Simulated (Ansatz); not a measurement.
Cell of fcc Au (1 1 0) on zinc-blende InP (1 1 0) (film strained to the substrate, started from cuts of the bulks and a machine-learned relaxation), relaxed at this level with a, b, gamma of the cell held:

```
CELL_PARAMETERS angstrom
      4.21071    -0.00295     0.17931
      4.20758     5.95451     0.36459
      3.00279     3.40603    29.03176
ATOMIC_POSITIONS crystal
  In 0.78190 0.05230 0.10643
  In 0.79923 0.61128 0.02899
  In 0.73688 0.95188 0.25178
  In 0.75857 0.50583 0.17660
  In 0.69384 0.84632 0.39861
  In 0.71605 0.40032 0.32340
  In 0.65384 0.73721 0.54595
  In 0.67757 0.29102 0.46862
  P  0.55589 0.35187 0.03204
  P  0.52999 0.80781 0.10299
  P  0.50694 0.25534 0.17860
  P  0.48728 0.70308 0.25023
  P  0.46547 0.14926 0.32505
  P  0.44344 0.59868 0.39667
  P  0.42303 0.04182 0.47237
  P  0.41158 0.48195 0.54335
  Au 0.34297 0.93362 0.66032
  Au 0.83932 0.43651 0.66092
  Au 0.60981 0.21453 0.61143
  Au 0.08679 0.73612 0.61410
  Au 0.82789 0.34781 0.76194
  Au 0.32429 0.85159 0.76188
  Au 0.08676 0.63690 0.71418
  Au 0.58766 0.13903 0.71054
  Au 0.30095 0.77616 0.86083
  Au 0.80239 0.27262 0.86328
  Au 0.56365 0.06264 0.81164
  Au 0.06649 0.55805 0.81319
  Au 0.77582 0.20139 0.96176
  Au 0.25013 0.72681 0.96123
  Au 0.02709 0.49702 0.91396
  Au 0.53319 0.99133 0.91361
```

Method: PBE (plane waves to 420 eV, PAW; Ansatz, a program for electronic structure). No spin–orbit coupling; the runs are not spin-polarised. Its k-point mesh 9×5×1, Fermi–Dirac width 0.05 eV.

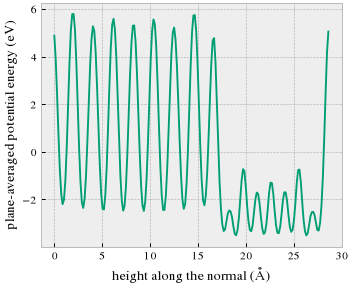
*Smooth (PAW) electrostatic potential energy of an electron, averaged over planes, about its mean*

The curve spans 9.3 eV over the stretch drawn.
